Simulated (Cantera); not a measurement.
Charge: 1 mol SiH₄, 0.14 mol NH₃, 0.95 mol H₂, at 1.20 mbar.

These are equilibrium values from Cantera (NASA tables, ideal gas, pure condensed phases), not measurements of a reactor. Candidate condensed phases: Si, Si₃N₄; 18 gas species. Mutual solubility and eutectic melting of coexisting phases are not modelled. Gases not in the tables: Si₂H₆ and higher silanes. Kinetics and transport are ignored.

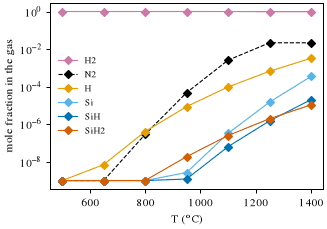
Figure. Equilibrium gas composition (values under 1e-9 drawn at 1e-9)

Q: Read off the mole fractions at 950 °C.

A: H₂ about 1.00, N₂ about 4.8e-5, H about 8.7e-6, SiH₂ about 1.9e-8.
